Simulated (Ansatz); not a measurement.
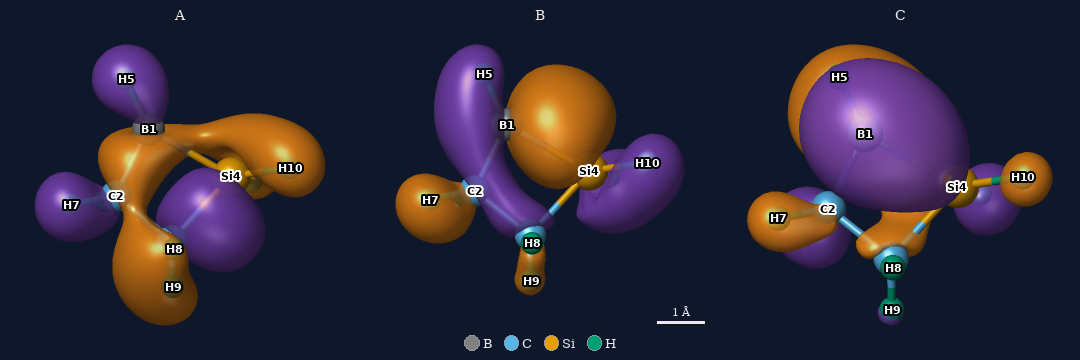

Figure 1: C2H7BSi (SMILES B1CC[SiH2]1). Three frontier orbitals at ±0.08 Å⁻³ᐟ² (orange and purple are the two phases), in no order.

Geometry: PBE0-D4/def2-TZVP.

All numbers below come from RKS PBE0-D4/def2-TZVPP in Ansatz.

Input file:

```
crystal:
  periodic: [false, false, false]
  atoms:
    - {symbol: B, position_ang: [-0.591788, 0.743803, -1.006188]}
    - {symbol: C, position_ang: [-0.355518, 0.908560, 0.539631]}
    - {symbol: C, position_ang: [0.692086, -0.209550, 0.806717]}
    - {symbol: Si, position_ang: [0.158315, -1.119603, -0.781095]}
    - {symbol: H, position_ang: [-0.993826, 1.534088, -1.804638]}
    - {symbol: H, position_ang: [-1.326442, 0.607828, 0.974844]}
    - {symbol: H, position_ang: [-0.142664, 1.897074, 0.960512]}
    - {symbol: H, position_ang: [1.705099, 0.183812, 0.689044]}
    - {symbol: H, position_ang: [0.631972, -0.701934, 1.777895]}
    - {symbol: H, position_ang: [1.193729, -1.771313, -1.634419]}
    - {symbol: H, position_ang: [-0.905563, -2.129567, -0.501703]}
basis:
  gaussian: {orbitals: def2-TZVPP}
hamiltonian: {xc: pbe0, dispersion: d4}
output: {orbitals: {seedname: orbitals}}
```

Launched as:

```sh
ansatz run in.yaml --threads 2 --pin off --events-out ev --progress --plain --max-ram 4352MiB
```

Which picture is the HOMO−1, the HOMO and the LUMO?

Answer. A is the HOMO−1 (−8.01 eV). It lies mainly on C3 (about 35 %), Si4 (about 25 %), C2 (about 10 %) and B1 (about 10 %). B is the HOMO (−7.35 eV). Its weight (Hirshfeld) is mainly on B1 (about 35 %), Si4 (about 35 %) and C2 (about 10 %). C is the LUMO (−1.87 eV). By Hirshfeld shares it lies mainly on B1 (about 55 %), Si4 (about 15 %), C2 (about 10 %) and H5 (about 5 %).

What is the HOMO–LUMO gap?

Answer. 5.48 eV between the orbital energies.
